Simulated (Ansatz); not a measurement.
# BSiH5 (BH2(SiH3)): levels of theory compared

Aim: a comparison of 6 runs (BLYP/STO-3G, CAM-B3LYP/STO-3G, BCCD(T)/STO-3G, CCSD/STO-3G, CCSD(T)/STO-3G, FCI/STO-3G) of BSiH5 (BH2(SiH3)). 

The calculation is run with Ansatz 0.2.0.

49 further runs of the same task are left out: 1 that didn't finish, 48 set aside as unsound or not needed.

## (1) Starting point

The species is BSiH5 (7 atoms), meant as a singlet with charge 0. SMILES: `[H]B([H])[SiH3]`. The H7–Si4 distance was set to 2.948 Å, away from the relaxed value. At this shape a bond of the SMILES string is far longer than usual.

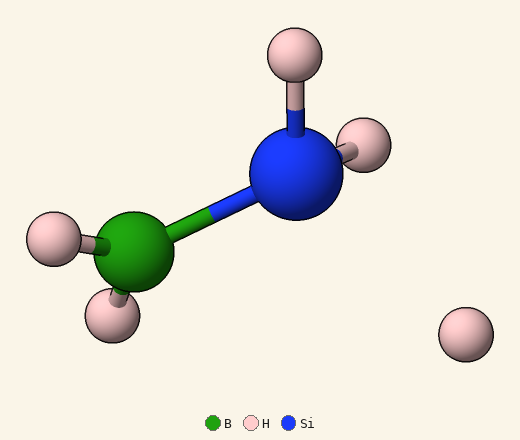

The structure, seen from a chosen angle (boron green, hydrogen pink, silicon blue).

## (2) A single-point energy at BLYP/STO-3G (run 1)

Contents of in.yaml:

```yaml
crystal:
  periodic: [false, false, false]
  atoms:
    - {symbol: B, position_ang: [0.826856, 1.535212, 1.374213]}
    - {symbol: H, position_ang: [1.996456, 1.573582, 1.395653]}
    - {symbol: H, position_ang: [0.270536, 2.563632, 1.320253]}
    - {symbol: Si, position_ang: [-0.146364, -0.161318, 1.386653]}
    - {symbol: H, position_ang: [-1.482434, -0.109058, 2.001243]}
    - {symbol: H, position_ang: [0.531846, -1.267528, 2.081323]}
    - {symbol: H, position_ang: [-0.608990, -1.154610, -1.349820]}
basis:
  gaussian:
    orbitals: STO-3G
total_charge: 0
hamiltonian:
  xc: {name: BLYP}
accuracy: high
```

On the command line:

```console
$ ansatz run in.yaml --threads 1 --pin off --max-ram 2610MiB --events-out events.jsonl --progress --plain --runs-dir runs
```

Standard output:

```text
Warning: RAYON_NUM_THREADS=1 ignored (pool sized by the plan → 1); use --threads N
Functional definition: BLYP
  name "BLYP"
  parameter beta = 0.0042
  parameter a = 0.04918
  parameter b = 0.132
  parameter c = 0.2533
  parameter d = 0.349
  exchange = b88_x(beta = beta)
  correlation = lyp_c(a = a, b = b, c = c, d = d)
332 factors; integrals over basis functions are off by at most 6.2e-9 eV
mean field evaluation 1: about -8520.0807 eV, gradient 2.8e1 eV
mean field evaluation 2: about -8512.7838 eV, gradient 3.2e1 eV
mean field evaluation 4: about -8525.0157 eV, gradient 1.7e1 eV
mean field evaluation 8: about -8526.2632 eV, gradient 1.3e1 eV
mean field evaluation 16: about -8527.3323 eV, gradient 3.4e-2 eV
mean field -8527.33232482 eV, -313.3736829039 hartree, gradient 6.0e-8 eV, S^2 0.000000; 0 other end points of the search recorded, 0 dependent functions left out
reference -8527.33236759 eV, -313.3736844754 hartree; 12, 12 occupied and 7, 7 virtual orbitals, 332 factors
Total energy: -8527.33236759 eV, -313.3736844754 hartree
```

It took 1.1 s on 1 thread of Arm Neoverse V2, shared host; peak memory 0.098 GiB.

## (3) A single-point energy at CAM-B3LYP/STO-3G (run 2)

Contents of molecule.yaml:

```yaml
crystal:
  periodic: [false, false, false]
  atoms:
    - symbol: B
      position_ang: [0.826856, 1.535212, 1.374213]
    - symbol: H
      position_ang: [1.996456, 1.573582, 1.395653]
    - symbol: H
      position_ang: [0.270536, 2.563632, 1.320253]
    - symbol: Si
      position_ang: [-0.146364, -0.161318, 1.386653]
    - symbol: H
      position_ang: [-1.482434, -0.109058, 2.001243]
    - symbol: H
      position_ang: [0.531846, -1.267528, 2.081323]
    - symbol: H
      position_ang: [-0.608990, -1.154610, -1.349820]
basis:
  gaussian: {orbitals: STO-3G}
hamiltonian: {xc: {name: CAM-B3LYP}}
accuracy: high
```

On the command line:

```console
$ ansatz run molecule.yaml --threads 1 --pin off --max-ram 2610MiB --events-out events.jsonl --progress --plain --runs-dir runs
```

Standard output:

```text
Warning: RAYON_NUM_THREADS=1 ignored (pool sized by the plan → 1); use --threads N
Functional definition: CAM-B3LYP
  name "CAM-B3LYP"
  parameter alpha = 0.19
  parameter beta = 0.46
  parameter omega = 0.33/bohr
  parameter ac = 0.81
  exchange = (1 - alpha - beta)*b88_x + beta*b88_x_sr(omega) + alpha*exact_x + beta*exact_x_lr(omega)
  correlation = (1 - ac)*vwn5_c + ac*lyp_c
332 factors; integrals over basis functions are off by at most 6.2e-9 eV
176 factors; integrals over basis functions are off by at most 1.4e-9 eV
mean field evaluation 1: about -8520.8851 eV, gradient 2.3e1 eV
mean field evaluation 2: about -8516.5928 eV, gradient 2.5e1 eV
mean field evaluation 4: about -8526.6045 eV, gradient 4.4e0 eV
mean field evaluation 8: about -8526.6587 eV, gradient 3.0e-1 eV
mean field evaluation 16: about -8526.6591 eV, gradient 2.0e-6 eV
mean field -8526.65914562 eV, -313.3489440244 hartree, gradient 8.9e-8 eV, S^2 0.000000; 0 other end points of the search recorded, 0 dependent functions left out
reference -8526.65916088 eV, -313.3489445851 hartree; 12, 12 occupied and 7, 7 virtual orbitals, 332 factors
Total energy: -8526.65916088 eV, -313.3489445851 hartree
```

Wall time 1.2 s (1 thread of Arm Neoverse V2, shared host); peak memory 0.1 GiB.

## (4) A single-point energy at BCCD(T)/STO-3G (run 3)

Contents of molecule.yaml:

```yaml
basis:
  gaussian:
    orbitals: STO-3G
crystal:
  periodic: [false, false, false]
  atoms:
    - {symbol: B, position_ang: [0.826856, 1.535212, 1.374213]}
    - {symbol: H, position_ang: [1.996456, 1.573582, 1.395653]}
    - {symbol: H, position_ang: [0.270536, 2.563632, 1.320253]}
    - {symbol: Si, position_ang: [-0.146364, -0.161318, 1.386653]}
    - {symbol: H, position_ang: [-1.482434, -0.109058, 2.001243]}
    - {symbol: H, position_ang: [0.531846, -1.267528, 2.081323]}
    - {symbol: H, position_ang: [-0.608990, -1.154610, -1.349820]}
correlation:
  method: bccd_t
  frozen_orbitals: {B: 1, H: 0, Si: 5}
accuracy: high
scf:
  omitted_lower_state_checks: [cluster_reference, increment]
```

On the command line:

```console
$ ansatz run molecule.yaml --threads 1 --pin off --max-ram 2610MiB --events-out events.jsonl --progress --plain --runs-dir runs
```

Standard output:

```text
Warning: RAYON_NUM_THREADS=1 ignored (pool sized by the plan → 1); use --threads N
[... 12 lines left out ...]
6 core orbitals not correlated: weight in the atoms' cores, before any rotation towards them, 1.000 or more for the frozen orbitals, at most 0.000 for the correlated occupied ones
[... 33 lines left out ...]
WARN: these amplitudes may be one of several solutions (largest doubles amplitude 0.65, level shift 7.77 eV)
Total energy: -8511.48561772 eV, -312.7913271590 hartree
Checks for a lower state left out: cluster_reference, increment
```

Run time: 0.18 s. Hardware: 1 thread of Arm Neoverse V2, shared host.

Runs 4 to 5 aren't shown in full; the table further down has their settings and results.

## (5) The energy at FCI/STO-3G (run 6)

Edit in.yaml of step 2 so:

```diff
@@ -13,5 +13,5 @@
     orbitals: STO-3G
-total_charge: 0
-hamiltonian:
-  xc: {name: BLYP}
+correlation:
+  method: fci
+  frozen_orbitals: {B: 1, H: 0, Si: 5}
 accuracy: high
```

On the command line:

```console
$ ansatz run in.yaml --threads 1 --pin off --max-ram 2610MiB --events-out events.jsonl --progress --plain --runs-dir runs
```

Standard output, cut to the lines that bear on the results:

```text
Warning: RAYON_NUM_THREADS=1 ignored (pool sized by the plan → 1); use --threads N
Functional definition: HF
  name "HF"
[...]
332 factors; integrals over basis functions are off by at most 6.2e-9 eV
[...]
mean field -8505.12426481 eV, -312.5575517516 hartree, gradient 6.3e-8 eV, S^2 0.000000; 1 other end points of the search recorded, 0 dependent functions left out; unrestricted orbitals would lower it
unrestricted determinant -8508.71753802 eV, -312.6896021062 hartree, S^2 0.9754
6 core orbitals not correlated: weight in the atoms' cores, before any rotation towards them, 1.000 or more for the frozen orbitals, at most 0.000 for the correlated occupied ones
reference -8505.12426481 eV, -312.5575517516 hartree; 6, 6 occupied and 7, 7 virtual orbitals, 332 factors
state -8511.49002303 eV, -312.7914890512 hartree
Total energy: -8511.49002303 eV, -312.7914890512 hartree
```

It took 12 s on 1 thread of Arm Neoverse V2, shared host; peak memory 0.28 GiB.

## (6) The series

| run | level | frozen core orbitals | energy (Eh) | wall time |
| --- | --- | --- | --- | --- |
| 1 | BLYP/STO-3G | – | -313.373684 | 1.1 s |
| 2 | CAM-B3LYP/STO-3G | – | -313.348945 | 1.2 s |
| 3 | BCCD(T)/STO-3G | 6 | -312.791327 | 0.18 s |
| 4 | CCSD/STO-3G | 6 | -312.785105 | 0.14 s |
| 5 | CCSD(T)/STO-3G | 6 | -312.791772 | 0.14 s |
| 6 | FCI/STO-3G | 6 | -312.791489 | 12 s |

## (7) Outcome

```
                                          quantity          value
                               run 6: total energy  -312.79149 Eh
run 6: correlation energy (6 core orbitals frozen)     -233.9 mEh
```

In words: Against full CI in this basis: BCCD(T) +0.2 mEh; CCSD +6.4 mEh; CCSD(T) -0.3 mEh. Totals of different functionals can't be ranked against each other. In runs 4, 5 the T1 diagnostic is large, so a single reference may not serve. In runs 3, 4, 5 the log says that unrestricted orbitals would lower the reference, so the values rest on an unstable closed-shell determinant (other closed-shell runs at this shape may share the fault). In runs 1, 2, 3, 4, 5, 6 the basis is minimal, so the values are rough. All runs together took 15 s, the longest 12 s.
